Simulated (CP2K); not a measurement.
Band structure of Li (Im-3m, 1 atom in the cell).

```yaml
crystal:
  lattice:
    - [2.91151, 0.00000, 0.00000]
    - [-0.97050, 2.74500, 0.00000]
    - [-0.97050, -1.37250, 2.37724]
  atoms:
    - { symbol: Li, position: [0.00000, 0.00000, 0.00000] }
```

Level of theory: PBE, GPW, DZVP-MOLOPT-SR-GTH basis, GTH-PBE potentials (GTH_POTENTIALS) run with CP2K.

Settings: CUTOFF = 400 Ry; REL_CUTOFF = 40 Ry; SMEAR/METHOD = GAUSSIAN; SIGMA = 0.136 eV; KPOINTS/SCHEME = MONKHORST-PACK 11 11 11; XC_FUNCTIONAL = PBE; Li/BASIS_SET = DZVP-MOLOPT-SR-GTH-q3; Li/POTENTIAL = GTH-PBE-q3; METHOD = GPW; EPS_DEFAULT = 1e-11; EXTRAPOLATION = USE_GUESS; NGRIDS = 4; SCF_GUESS = ATOMIC; EPS_SCF = 1e-07.

The starting cell comes from a database of computed structures (which also holds hypothetical and non-ambient phases and stackings), without a prior relaxation at this level. Its lattice was rescaled by a random factor within 2.5 % of one. Values carry the incompleteness of an atom-centred basis.

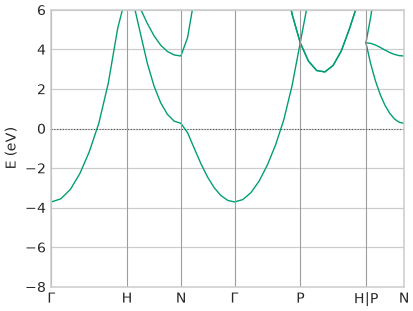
Fig. 1. Bands along the path, energies from the Fermi level.

Levels in eV from the Fermi level, bands 1 to 3:
```
point       1      2      3
-----  ------  -----  -----
Γ      -46.34  -3.71  19.54
H      -46.30   6.95   6.95
N      -46.31   0.26   3.66
P      -46.31   4.33   4.33
```

Bands cross the Fermi level along this path, so the cell is metallic at this level.

Higher empty bands are left out: an atom-centred basis made for the valence describes them poorly.
